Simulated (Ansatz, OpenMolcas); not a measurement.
Exact exchange and the vertical ionisation energy of C2H5BClF

C2H5BClF: 10 atoms, total charge 0, spin state singlet. SMILES: `BC(F)CCl`. Geometry: relaxed at PBE0-D4/def2-TZVP. This is one conformer, not always the lowest.

The vertical ionisation energy (to the doublet cation) y, in eV, basis def2-SVP; a is the functional's share of exact exchange. Programs: Ansatz 0.2.0, OpenMolcas 26.06.

| functional | program | a | y (eV) |
| --- | --- | --- | --- |
| TPSS | OpenMolcas | 0 | 10.27 |
| PBE | Ansatz | 0 | 10.18 |
| B3LYP | Ansatz | 0.2 | 10.64 |
| r2SCAN0 | Ansatz | 0.25 | ? |
| PBE0 | Ansatz | 0.25 | 10.75 |
| BHLYP | Ansatz | 0.5 | 11.02 |

Fit y = c + s·a to the known rows and predict r2SCAN0.


1. Means of the 5 rows: a = 0.1900, y = 10.572.
2. Σ(Δa)² = 0.172, Σ(Δa·Δy) = 0.2821, so the slope is 0.2821/0.172 = 1.6401.
3. Intercept: 10.572 − (1.6401) × 0.1900 = 10.260. The largest residual of the fit is 0.080.
4. r2SCAN0: 10.260 + (1.6401) × 0.25 = 10.67 eV.

The run gave 10.91 eV, so the prediction is off by -0.24 eV, more than the largest residual. The rows mix families of semi-local functionals, which the line can't see.

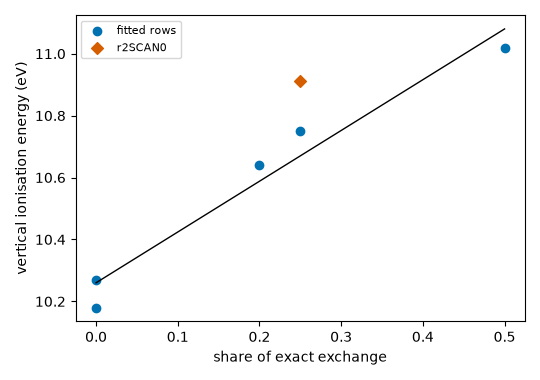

The fitted line, with the withheld row.
